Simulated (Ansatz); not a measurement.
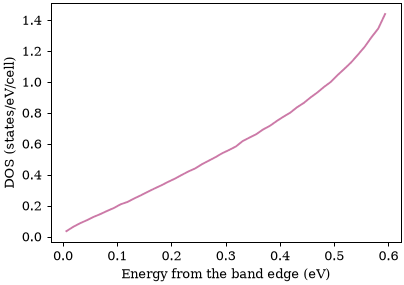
Figure. Density of states of Ca2Si (Fm-3m) above the conduction band minimum, PBEsol, rigid bands (Ansatz, a first-principles code); cell volume 89.2 Å³.

**Question.** What effective density of states at 300 K does this give (∫ g(E) exp(−E/k_BT) dE, both spins, divided by the cell's size)?

**Answer.** 2.1e19 cm⁻³, a density-of-states mass of 0.89 mₑ, valleys and band degeneracy included.

Spin-orbit coupling is left out. Geometry: cell and atoms relaxed with PBEsol.

Computed structure with no diffraction record at hand here (it may be known, metastable or hypothetical): Ca2Si (Fm-3m).
